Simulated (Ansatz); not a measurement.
System: AlF···H2O.

Input file:

```
crystal:
  periodic: [false, false, false]
  atoms:
    - { symbol: Al, position_ang: [0.0, 0.0, 0.0] }
    - { symbol: H, position_ang: [1.0658, 0.0, 1.4006] }
    - { symbol: O, position_ang: [1.9504, 0.0, 0.3409] }
    - { symbol: H, position_ang: [2.2503, -0.9519, 0.186] }
    - { symbol: F, position_ang: [-1.4635, 0.0, -0.845] }
basis:
  gaussian: { orbitals: def2-SVP }
hamiltonian:
  xc: pbe
  dispersion: d4
relax:
  f_tol: 0.15
  max_steps: 25
  restrain:
    - { distance: [1, 2], at: 1.01, k: 30.0 }
    - { distance: [0, 1], at: 2.76, k: 30.0 }
    - { distance: [0, 2], at: 2.98, k: 30.0 }
output:
  orbitals: {}
```

Command:

```sh
ansatz run input.yaml --threads 1 --pin off --max-ram 2048MiB --backend cpu --events-out ev --progress --plain --runs-dir out
```

The fields are those of the run's last geometry, not of the input's.

Not at a stationary point (largest force 0.8 eV/Å).

The calculation used Ansatz, RKS PBE-D4/def2-SVP.

> What will maps of the electron density and electron localisation function show?

O–H (0.98 Å): ρ at the midpoint is about 3.6 e/Å³; the ELF climbs to about 1 towards the hydrogen, as it does in any bond to H; an ordinary covalent bond to hydrogen.

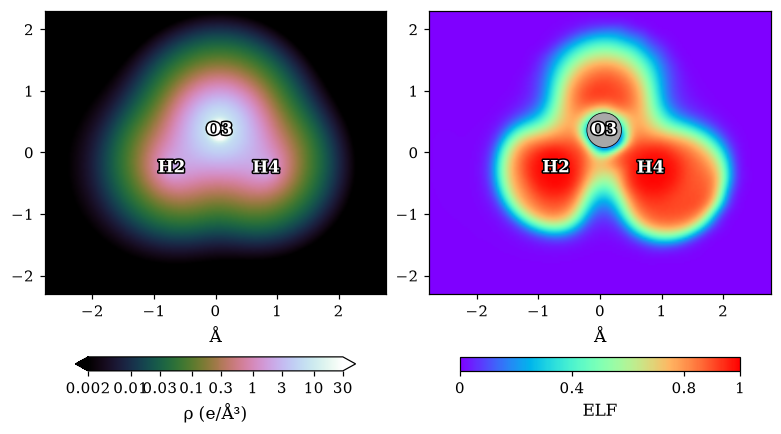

Computed electron density and electron localisation function on the plane of atoms H2, O3 and H4, in this order. Grey discs cover the atomic cores in the ELF map. 
